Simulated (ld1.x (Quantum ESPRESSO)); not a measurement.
**Cobalt: generating and testing a TM potential**

Task: generate the file, and judge it by its errors in other configurations, its logarithmic derivatives, its ghosts and its cutoff.

Method: ld1.x (Quantum ESPRESSO) 7.5, PBE, scalar-relativistic.

### 1 Starting point

Typed settings, in words:

```json
{
 "element": "cobalt (Co, Z = 27)",
 "type": "norm-conserving Troullier–Martins (Kleinman–Bylander form)",
 "frozen core": "[Ar]",
 "valence charge": "9",
 "reference configuration": "3d7 4s2 4p0",
 "partial waves": "4s (bound): rc 2.40 bohr; 4p (bound, empty): rc 2.20 bohr; 3d (bound): rc 1.30 bohr",
 "local potential": "all-electron potential smoothed inside 1.75 bohr (lloc = -1)",
 "core correction": "Bessel-smoothed model core, default radius (core density twice the valence density)"
}
```

The nodes and maxima of the atom's own shells, from an earlier all-electron run, set the scale for the radii.

All-electron outer shells of the reference configuration (PBE, scalar-relativistic, ld1.x):

```
shell  level (eV)  outermost node (bohr)  outermost maximum (bohr)
   3s     -102.40                   0.31                      0.66
   3p      -65.64                   0.28                      0.68
   3d       -8.20                      –                      0.66
   4s       -5.47                   0.96                      2.32
   4p       -1.28                   1.05                      3.25
```

### 2 Generating the potential

Co.in reads:

```
 &input
   title='Co', zed=27., rel=1, dft='PBE', iswitch=3,
   config='[Ar] 3d7 4s2 4p0',
   nld=3, rlderiv=2.60, eminld=-3.0, emaxld=5.0, deld=0.02
 /
 &inputp
   pseudotype=2, tm=.true., lloc=-1, rcloc=1.75,
   nlcc=.true., new_core_ps=.true.,
   file_pseudopw='Co.UPF', file_wfcaegen='ae.wfc', file_wfcncgen='nc.wfc', file_beta='beta', file_chi='chi'
 /
3
4S  1  0   2.00   0.00  2.40  2.40  0.0
4P  2  1   0.00   0.00  2.20  2.20  0.0
3D  3  2   7.00   0.00  1.30  1.30  0.0
 &test
   configts(1)='3d7 4s2 4p0'
 /
```

On the command line:

```sh
$ ld1.x < Co.in > Co.out
```

What the program wrote to Co.out (without the banner and most projector matrices):

```text
     Program LD1 v.7.5
     --------------------------- All-electron run ----------------------------

     Co
     scalar relativistic calculation

     atomic number is 27.00
     dft =PBE   lsd =0 sic =0 latt =0  beta=0.20 tr2=1.0E-14
     Exchange-correlation= PBE
                           (   1   4   3   4   0   0   0)
     mesh =1193 r(mesh) =  99.89935 a.u. xmin = -7.00 dx = 0.01250
     1 Ry =  13.60569312 eV, c = 137.03599908

     n l     nl                  e(Ry)          e(Ha)          e(eV)
     1 0     1S 1( 2.00)      -558.0826      -279.0413     -7593.1006
     2 0     2S 1( 2.00)       -66.0755       -33.0378      -899.0036
     2 1     2P 1( 6.00)       -56.5897       -28.2948      -769.9416
     3 0     3S 1( 2.00)        -7.5266        -3.7633      -102.4044
     3 1     3P 1( 6.00)        -4.8242        -2.4121       -65.6364
     3 2     3D 1( 7.00)        -0.6030        -0.3015        -8.2040
     4 0     4S 1( 2.00)        -0.4020        -0.2010        -5.4697
     4 1     4P 1( 0.00)        -0.0938        -0.0469        -1.2766

     final scf error:  8.6E-15 reached in  32 iterations

     Etot =   -2786.294851 Ry,   -1393.147426 Ha,  -37909.472698 eV

     Ekin =    2822.267919 Ry,    1411.133959 Ha,   38398.911213 eV
     Encl =   -6674.713191 Ry,   -3337.356595 Ha,  -90814.099355 eV
     Eh   =    1184.776043 Ry,     592.388022 Ha,   16119.699266 eV
     Exc  =    -118.625623 Ry,     -59.312811 Ha,   -1613.983821 eV

     normalization and overlap integrals

     s(1S/1S) =  1.000000  <r> =   0.0562  <r2> =    0.0042  r(max) =   0.0366
     s(2S/2S) =  1.000000  <r> =   0.2555  <r2> =    0.0770  r(max) =   0.2131
     s(2P/2P) =  1.000000  <r> =   0.2250  <r2> =    0.0622  r(max) =   0.1723
     s(3S/3S) =  1.000000  <r> =   0.7736  <r2> =    0.6913  r(max) =   0.6648
     s(3P/3P) =  1.000000  <r> =   0.8160  <r2> =    0.7864  r(max) =   0.6816
     s(3D/3D) =  1.000000  <r> =   1.0711  <r2> =    1.5569  r(max) =   0.6648
     s(4S/4S) =  1.000000  <r> =   2.8937  <r2> =    9.7888  r(max) =   2.3202
     s(4P/4P) =  1.000000  <r> =   4.4224  <r2> =   23.7598  r(max) =   3.2517

     ------------------------ End of All-electron run ------------------------

     --------------------- Generating NC pseudopotential ---------------------

      Generating local potential from pseudized AE potential:
      Matching radius rcloc =   1.7500

      Local pseudo, rcloc= 1.740 Estimated cut-off energy=     8.16 Ry

      Computing core charge for nlcc:

       r > 0.44 : true rho core
      Core charge pseudized with two Bessel functions
      Integrated core pseudo-charge :  11.61

      Wfc   4S  rcut= 2.409  Using Troullier-Martins method

      Wfc   4P  rcut= 2.180  Using Troullier-Martins method

      Wfc   3D  rcut= 1.289  Using Troullier-Martins method

     ------------------- End of pseudopotential generation -------------------

     [... the all-electron block is printed once more ...]


     Computing logarithmic derivative in   2.61283
     Computing logarithmic derivative in   2.61283
     Computing the partial wave expansion
     R is outside the sphere for l=    0 j= 0.00
     R is outside the sphere for l=    1 j= 0.00
     R is outside the sphere for l=    2 j= 0.00

     ---------------------- Testing the pseudopotential ----------------------

     Co
     scalar relativistic calculation

     atomic number is 27.00   valence charge is  9.00
     dft =PBE   lsd =0 sic =0 latt =0  beta=0.20 tr2=1.0E-14
     mesh =1193 r(mesh) =  99.89935 xmin = -7.00 dx = 0.01250

     n l     nl             e AE (Ry)        e PS (Ry)    De AE-PS (Ry)
     3 2     3D   1( 7.00)       -0.60298       -0.60299        0.00001
     1 0     4S   1( 2.00)       -0.40202       -0.40202        0.00000
     2 1     4P   1( 0.00)       -0.09383       -0.09383       -0.00000

     eps = 1.5E-15  iter =  7

     Etot =   -2786.294851 Ry,   -1393.147426 Ha,  -37909.472698 eV
     Etotps =   -87.158271 Ry,     -43.579136 Ha,   -1185.848690 eV

     Ekin =      92.752402 Ry,      46.376201 Ha,    1261.960713 eV
     Encl =    -133.473389 Ry,     -66.736694 Ha,   -1815.997966 eV
     Ehrt =      54.552807 Ry,      27.276403 Ha,     742.228748 eV
     Ecxc =     -44.612932 Ry,     -22.306466 Ha,    -606.989864 eV
     (Ecc =     -29.019679 Ry,     -14.509839 Ha,    -394.832842 eV)
     Epseu=     -56.377159 Ry,     -28.188579 Ha,    -767.050321 eV

     ---------------------- End of pseudopotential test ----------------------
```

Wall time 1.3 s (1 thread of Neoverse-V1, shared host). (Generation and the later configuration tests together.)

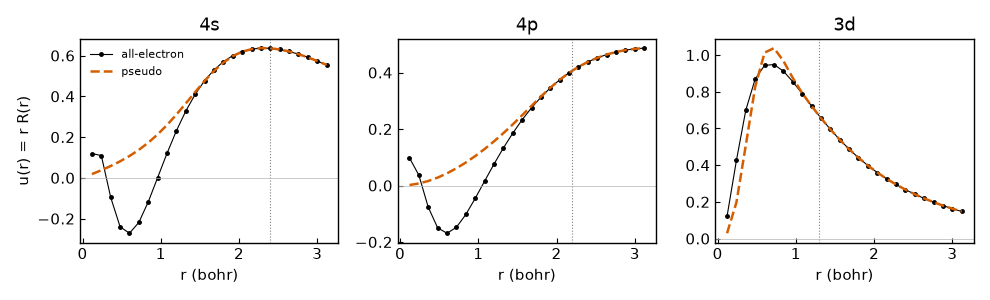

Bound waves of the atom and their pseudo partners (4s, 4p, 3d), with the matching radii dotted. The curves join 26 sampled radii, too few to resolve the innermost nodes.

### 3 Configuration tests

Co.test.in reads:

```
 &input
   title='Co', zed=27., rel=1, dft='PBE', iswitch=2,
   config='[Ar] 3d7 4s2 4p0'
 /
 &test
   file_pseudo='Co.UPF', nconf=8,
   configts(1)='3d7 4s2 4p0',
   configts(2)='3d7 4s1 4p0',
   configts(3)='3d7 4s0 4p0',
   configts(4)='3d6 4s0 4p0',
   configts(5)='3d7 4s0 4p2',
   configts(6)='3d6 4s2 4p1',
   configts(7)='3d8 4s1 4p0',
   configts(8)='3d5 4s0 4p0'
 /
```

On the command line:

```sh
$ ld1.x < Co.test.in > Co.test.out
```

Co.test.out, the pseudopotential blocks, each with the warnings that came before it:

```text
     ---------------------- Testing the pseudopotential ----------------------

     Co
     scalar relativistic calculation

     atomic number is 27.00   valence charge is  9.00
     dft =PBE   lsd =0 sic =0 latt =0  beta=0.20 tr2=1.0E-14
     mesh =1193 r(mesh) =  99.89935 xmin = -7.00 dx = 0.01250

     n l     nl             e AE (Ry)        e PS (Ry)    De AE-PS (Ry)
     3 2     3D   1( 7.00)       -0.60298       -0.60299        0.00001
     1 0     4S   1( 2.00)       -0.40202       -0.40202        0.00000
     2 1     4P   1( 0.00)       -0.09383       -0.09383       -0.00000

     eps = 4.3E-15  iter =  7

     Etot =   -2786.294851 Ry,   -1393.147426 Ha,  -37909.472698 eV
     Etotps =   -87.158271 Ry,     -43.579136 Ha,   -1185.848692 eV

     Ekin =      92.752401 Ry,      46.376201 Ha,    1261.960708 eV
     Encl =    -133.473388 Ry,     -66.736694 Ha,   -1815.997963 eV
     Ehrt =      54.552807 Ry,      27.276403 Ha,     742.228747 eV
     Ecxc =     -44.612932 Ry,     -22.306466 Ha,    -606.989864 eV
     (Ecc =     -29.019679 Ry,     -14.509839 Ha,    -394.832842 eV)
     Epseu=     -56.377159 Ry,     -28.188579 Ha,    -767.050319 eV

     ---------------------- End of pseudopotential test ----------------------

     ---------------------- Testing the pseudopotential ----------------------

     Co
     [...]
     n l     nl             e AE (Ry)        e PS (Ry)    De AE-PS (Ry)
     3 2     3D   1( 7.00)       -1.24646       -1.24029       -0.00617  !
     1 0     4S   1( 1.00)       -0.93803       -0.93893        0.00090
     2 1     4P   1( 0.00)       -0.54886       -0.54958        0.00071

     eps = 7.2E-17  iter = 10

     Etot =   -2785.631149 Ry,   -1392.815574 Ha,  -37900.442564 eV
     Etotps =   -86.494224 Ry,     -43.247112 Ha,   -1176.813874 eV
     dEtot_ae =       0.663703 Ry
     dEtot_ps =       0.664047 Ry,   Delta E=      -0.000344 Ry

     [...]
     ---------------------- End of pseudopotential test ----------------------

     ---------------------- Testing the pseudopotential ----------------------

     Co
     [...]
     n l     nl             e AE (Ry)        e PS (Ry)    De AE-PS (Ry)
     3 2     3D   1( 7.00)       -1.98916       -1.98206       -0.00710  !
     1 0     4S   1( 0.00)       -1.53869       -1.54561        0.00692  !
     2 1     4P   1( 0.00)       -1.07841       -1.08427        0.00586  !

     eps = 2.7E-15  iter = 10

     Etot =   -2784.397424 Ry,   -1392.198712 Ha,  -37883.656885 eV
     Etotps =   -85.257287 Ry,     -42.628643 Ha,   -1159.984479 eV
     dEtot_ae =       1.897427 Ry
     dEtot_ps =       1.900985 Ry,   Delta E=      -0.003557 Ry

     [...]
     ---------------------- End of pseudopotential test ----------------------

     ---------------------- Testing the pseudopotential ----------------------

     Co
     [...]
     n l     nl             e AE (Ry)        e PS (Ry)    De AE-PS (Ry)
     3 2     3D   1( 6.00)       -3.31966       -3.35835        0.03869  !
     1 0     4S   1( 0.00)       -2.38146       -2.47867        0.09722  !
     2 1     4P   1( 0.00)       -1.82341       -1.84117        0.01775  !

     eps = 8.4E-16  iter =  9

     Etot =   -2781.761040 Ry,   -1390.880520 Ha,  -37847.787048 eV
     Etotps =   -82.608412 Ry,     -41.304206 Ha,   -1123.944697 eV
     dEtot_ae =       4.533812 Ry
     dEtot_ps =       4.549860 Ry,   Delta E=      -0.016048 Ry

     [...]
     ---------------------- End of pseudopotential test ----------------------

     ---------------------- Testing the pseudopotential ----------------------

     Co
     [...]
     n l     nl             e AE (Ry)        e PS (Ry)    De AE-PS (Ry)
     3 2     3D   1( 7.00)       -0.84920       -0.84689       -0.00230
     1 0     4S   1( 0.00)       -0.55385       -0.55441        0.00056
     2 1     4P   1( 2.00)       -0.20516       -0.20505       -0.00010

     eps = 8.9E-16  iter = 11

     Etot =   -2785.634942 Ry,   -1392.817471 Ha,  -37900.494175 eV
     Etotps =   -86.497771 Ry,     -43.248886 Ha,   -1176.862130 eV
     dEtot_ae =       0.659909 Ry
     dEtot_ps =       0.660500 Ry,   Delta E=      -0.000591 Ry

     [...]
     ---------------------- End of pseudopotential test ----------------------

     ---------------------- Testing the pseudopotential ----------------------

     Co
     [...]
     n l     nl             e AE (Ry)        e PS (Ry)    De AE-PS (Ry)
     3 2     3D   1( 6.00)       -1.11526       -1.10941       -0.00585  !
     1 0     4S   1( 2.00)       -0.57203       -0.56678       -0.00525  !
     2 1     4P   1( 1.00)       -0.19286       -0.18667       -0.00619  !

     eps = 7.4E-15  iter = 21

     Etot =   -2785.584838 Ry,   -1392.792419 Ha,  -37899.812478 eV
     Etotps =   -86.443330 Ry,     -43.221665 Ha,   -1176.121425 eV
     dEtot_ae =       0.710013 Ry
     dEtot_ps =       0.714941 Ry,   Delta E=      -0.004928 Ry

     [...]
     ---------------------- End of pseudopotential test ----------------------

     ---------------------- Testing the pseudopotential ----------------------

     Co
     [...]
     n l     nl             e AE (Ry)        e PS (Ry)    De AE-PS (Ry)
     3 2     3D   1( 8.00)       -0.31141       -0.30303       -0.00838  !
     1 0     4S   1( 1.00)       -0.32150       -0.32786        0.00635  !
     2 1     4P   1( 0.00)       -0.05948       -0.06202        0.00255

     eps = 1.2E-15  iter = 11

     Etot =   -2786.383253 Ry,   -1393.191627 Ha,  -37910.675469 eV
     Etotps =   -87.238018 Ry,     -43.619009 Ha,   -1186.933700 eV
     dEtot_ae =      -0.088402 Ry
     dEtot_ps =      -0.079747 Ry,   Delta E=      -0.008655 Ry

     [...]
     ---------------------- End of pseudopotential test ----------------------

     Warning: n=1, l=0 expected 0 nodes, found 1
     Warning: n=3, l=2 expected 0 nodes, found 1
     ---------------------- Testing the pseudopotential ----------------------

     Co
     [...]
     n l     nl             e AE (Ry)        e PS (Ry)    De AE-PS (Ry)
     3 2     3D   1( 5.00)       -4.84765       -4.96914        0.12149  !
     1 0     4S   1( 0.00)       -3.32737       -4.09745        0.77008  !
     2 1     4P   1( 0.00)       -2.68132       -2.76644        0.08512  !

     eps = 3.4E-15  iter =  7

     Etot =   -2777.692752 Ry,   -1388.846376 Ha,  -37792.435173 eV
     Etotps =   -78.462424 Ry,     -39.231212 Ha,   -1067.535664 eV
     dEtot_ae =       8.602099 Ry
     dEtot_ps =       8.695847 Ry,   Delta E=      -0.093748 Ry

     [...]
     ---------------------- End of pseudopotential test ----------------------
```

Energies count from the reference configuration 3d7 4s2 4p0; the error is all-electron less pseudo. A star marks tests that logged a warning.

```tsv
valence configuration	charge	ΔE all-electron (eV)	error AE − PS (meV)
3d7 4s1 4p0	+1	9.030	-4.7
3d7 4s0 4p0	+2	25.816	-48
3d6 4s0 4p0	+3	61.686	-218
3d7 4s0 4p2	0	8.979	-8.0
3d6 4s2 4p1	0	9.660	-67
3d8 4s1 4p0	0	-1.203	-118
3d5 4s0 4p0 *	+4	117.038	-1276
```

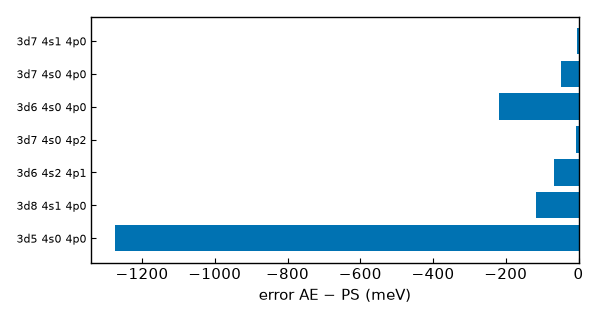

Error of the potential in each test configuration.

### 4 Does it scatter like the atom?

Taken from the files of the generation run. The phase is arctan(r·u′/u) with u = r·R, unwrapped, with energies in Ry. A pole is an energy at which the radial function vanishes at the test radius. The pseudo phase is shifted by a multiple of π to meet the all-electron one at the reference energy. Levels narrower than the energy grid can be missing from the poles. The last column is the largest difference on the grid between −1 and +1 Ry.

| channel | radius (bohr) | reference (Ry) | poles AE | poles PS | window around the reference with phases within 0.05 rad (Ry) | largest difference near zero (rad) |
| --- | --- | --- | --- | --- | --- | --- |
| s | 2.61 | -0.40 | 1.31 | 0.58, 1.66 | below 0.4 | 2.958 |
| p | 2.61 | -0.09 | 2.32 | 1.90 | below 1.8 | 0.025 |
| d | 2.61 | -0.60 | -0.50, 4.09 | -0.50, 4.37 | below 1.2 | 0.019 |

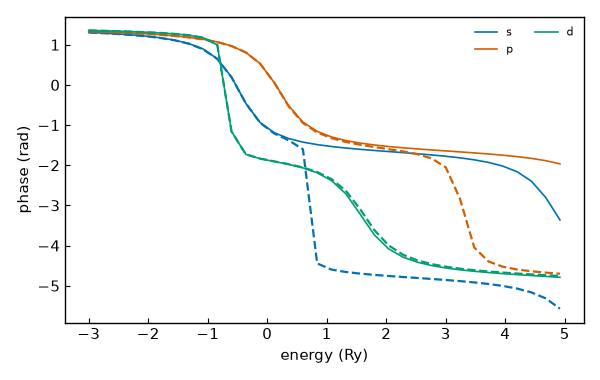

All-electron (solid) and pseudo (dashed) phases against energy.

### 5 Cutoff and ghost test in a Bessel basis

This step uses the generator's waves and projectors in a separate script. Basis: spherical Bessel functions vanishing at 20 bohr, q² up to the cutoff; potential fixed at the reference.

All-electron valence levels (Ry): 4s -0.4020, 4p -0.0938, 3d -0.6030. The lowest levels of each channel (Ry) by cutoff; the last column sums, over occupied levels, occupation times the distance from the level at 400 Ry. A positive value at high cutoff is not a bound level.

| cutoff (Ry) | s #1 | p #1 | d #1 | f #1 | Σ f·Δε (mRy) |
| --- | --- | --- | --- | --- | --- |
| 8 | -0.3994 | -0.0934 | 0.0598 | 0.1121 | 4644.5 |
| 15 | -0.4009 | -0.0936 | 0.0595 | 0.1121 | 4639.6 |
| 25 | -0.4019 | -0.0938 | 0.0592 | 0.1121 | 4635.3 |
| 40 | -0.4020 | -0.0938 | 0.0579 | 0.1121 | 4626.5 |
| 55 | -0.4020 | -0.0938 | 0.0324 | 0.1121 | 4447.5 |
| 70 | -0.4020 | -0.0938 | -0.2471 | 0.1121 | 2491.2 |
| 100 | -0.4020 | -0.0938 | -0.5562 | 0.1121 | 327.7 |
| 140 | -0.4020 | -0.0938 | -0.6022 | 0.1121 | 5.2 |
| 200 | -0.4020 | -0.0938 | -0.6028 | 0.1121 | 1.5 |
| 230 | -0.4020 | -0.0938 | -0.6028 | 0.1121 | 0.9 |
| 300 | -0.4020 | -0.0938 | -0.6030 | 0.1121 | 0.1 |
| 400 | -0.4020 | -0.0938 | -0.6030 | 0.1121 | 0.0 |

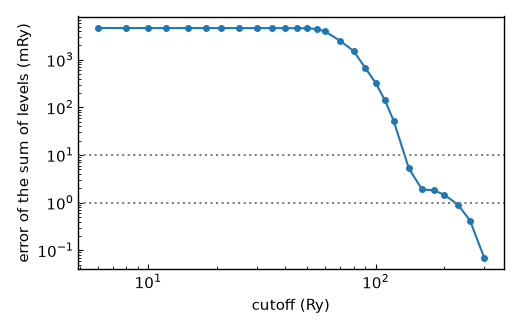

Occupation-weighted error of the valence levels against the cutoff; the dotted lines mark 10 and 1 mRy.

The sum stays within 10 mRy from 140 Ry and within 1 mRy from 230 Ry. The sum leaves out empty levels, which can need more. Ghost test: no level below the all-electron spectrum of its channel (s, p, d, f tested).

### 6 Outcome

| quantity | value |
| --- | --- |
| cutoffs for 10 and 1 mRy, occupied levels | 140 Ry and 230 Ry |
| bound ghosts | none found |
| largest test error (AE − PS) | -1276 meV, for 3d5 4s0 4p0 (this test logged a warning) |
| largest phase difference near zero energy, channels read | 2.958 rad |

**Reading.** The worst unpolarised test, 3d5 4s0 4p0, is off by 1276 meV on 117.0 eV; by total energies transferability rates as poor. That test lies far up in energy; among those under 40 eV, nearer to bonding, the largest error is 118 meV. It counts as very hard, with 140 Ry needed at the looser tolerance. The slowest occupied level is 3d: taken alone it needs 140 Ry to come within 1 mRy, against 18 Ry for 4s. It is free of bound ghosts as far as tested. Of the channels read, s scatters worst near zero energy, by up to 2.96 rad. A step near π is an extra or missing state, not a misfit of shape. In the p channel the atom's pole at 2.32 Ry sits lower, at 1.90 Ry, in the pseudo curve. The pseudo curves have a pole with no partner nearby in the atom's: s at 0.58 Ry. At positive energy that is a spurious or a displaced resonance. These are tests on the free atom; a crystal test is still owed.
